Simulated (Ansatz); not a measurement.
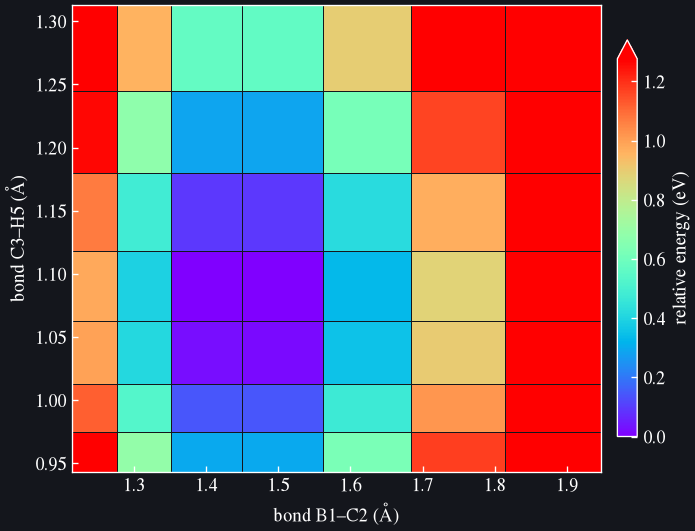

Energy landscape of C₂H₂B, SMILES B=C=[CH], spin multiplicity 2. 
- Two internal coordinates are moved rigidly from the geometry relaxed at PBE0-D4/def2-TZVP, all others fixed.
- First axis: bond B1–C2. Second axis: bond C3–H5.
- Grid: 7 × 7 points.
- Energies are in eV, from the lowest grid point.
- These are results of UKS PBE-D4/def2-TZVPP (Ansatz), not measurements.

In the figure: one coloured cell a grid point, one colour for all values above the top of the scale. 

Summarise what can be read from the map.

Answer. The lowest grid point is at bond B1–C2 = 1.503 Å, bond C3–H5 = 1.089 Å. The bottom of the well lies between grid points, at about bond B1–C2 = 1.448 Å, bond C3–H5 = 1.071 Å, about 0.055 eV lower on the interpolated surface. No other kind of well shows on this grid. The highest grid point, bond B1–C2 = 1.881 Å, bond C3–H5 = 1.279 Å, lies 2.11 eV above the lowest. Round the minimum the two coordinates are nearly uncoupled.

Grid values (eV):

```csv
"bond C3–H5 ↓, bond B1–C2 →",1.245,1.307,1.397,1.503,1.621,1.747,1.881
1.279,1.54,0.96,0.57,0.57,0.90,1.44,2.11
1.211,1.26,0.68,0.29,0.28,0.62,1.16,1.83
1.148,1.07,0.48,0.09,0.09,0.42,0.97,1.64
1.089,0.98,0.39,0.00,0.00,0.33,0.88,1.54
1.036,1.00,0.41,0.02,0.02,0.35,0.90,1.56
0.990,1.12,0.53,0.14,0.14,0.47,1.02,1.69
0.959,1.27,0.69,0.30,0.29,0.63,1.17,1.84
```
